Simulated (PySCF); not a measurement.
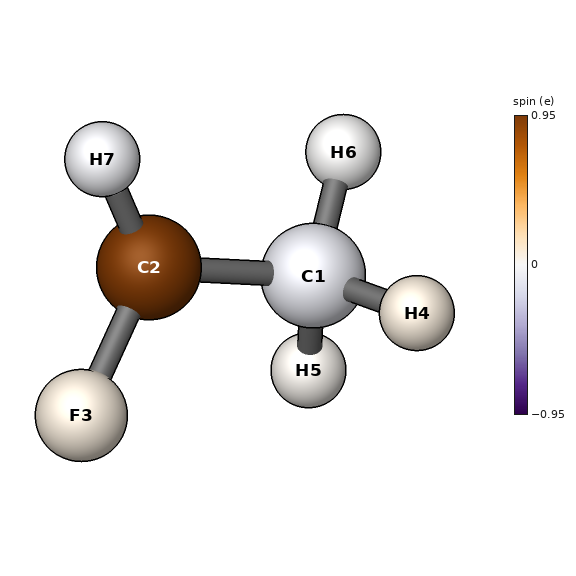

Atoms are coloured by their Mulliken spin populations. The species is neutral and a spin doublet. The computed structure is the end point of a GFN2-xTB optimisation. No frequency run is at hand to confirm it as a minimum. Method: UKS B3LYP, pcH-1 on C F H, non-relativistic (PySCF 2.14.0).

Give the Mulliken spin populations atom by atom.

```csv
atom,value (e)
C1,−0.08
C2,0.95
F3,0.07
H4,0.07
H5,0.03
H6,0.00
H7,−0.04
```

Mulliken values depend strongly on the basis set.
